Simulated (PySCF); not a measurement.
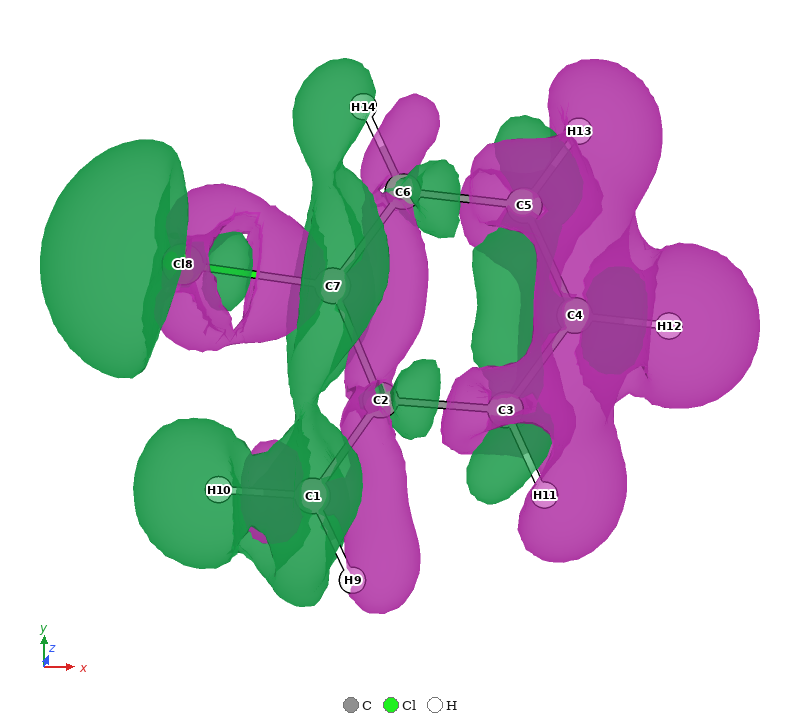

C$_{7}$H$_{6}$Cl, doublet, SMILES `[CH2]c1ccccc1Cl`. Change of the electron density in a uniform field of 0.51 V/Å, surfaces at ±0.003 e/Å³ (green: gain, purple: loss).

PySCF calculation, r2SCAN/6-311G**, gas phase; geometry: GFN2-xTB. No frequency check shows the geometry to be a minimum. A basis without diffuse functions makes polarisabilities too small. The stability of the open-shell solution wasn't checked. GFN2-xTB bond lengths at metals and heavier atoms can be off by up to 0.1 Å and shapes distorted, which carries into these values. GFN2-xTB doesn't know the spin state, so this open-shell geometry is rough.

Cartesian coordinates (Å):

```
C1      -0.6518   -2.1298    0.0000
C2       0.1241   -0.9945    0.0000
C3       1.5490   -1.0758    0.0000
C4       2.3379    0.0424    0.0000
C5       1.7623    1.3127    0.0000
C6       0.3798    1.4439    0.0000
C7      -0.4223    0.3259    0.0000
Cl8     -2.1335    0.5373    0.0000
H9      -0.1971   -3.1035    0.0000
H10     -1.7245   -2.0806    0.0000
H11      1.9928   -2.0601    0.0000
H12      3.4133   -0.0557    0.0000
H13      2.3841    2.1938    0.0000
H14     -0.0730    2.4238    0.0000
```

Q: Along which Cartesian direction does the field point?

A: Along +x: electrons gather on the −x side, against the field.

Q: How large is the response?

A: The induced dipole is 2.90 D (along the field); α along this axis, from the fields in both directions, is 115 bohr³ (17.0 Å³).

Q: Which atoms gain and lose the most charge?

A: Electrons gather most on Cl8 (Hirshfeld charge changes by −0.060 e) and leave C4 most (+0.028 e); 0.204 electrons are displaced in all.
